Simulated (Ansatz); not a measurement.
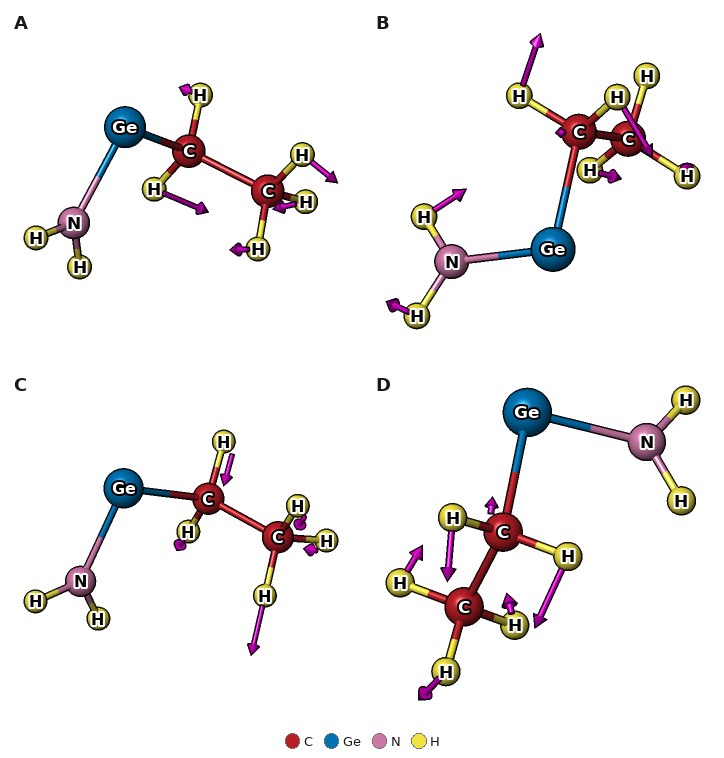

4 normal modes of one molecule or complex, as arrows. Harmonic vibrations computed with RKS PBE0-D4/def2-TZVP (Ansatz 0.2.0) at a stationary point of the same level.

### Match the panels to the wavenumbers 673 cm⁻¹, 939 cm⁻¹, 1215 cm⁻¹, 3109 cm⁻¹.

A: 939 cm⁻¹, angle bending
B: 673 cm⁻¹, angle bending
C: 3109 cm⁻¹, out-of-phase stretching of 4 C–H bonds
D: 1215 cm⁻¹
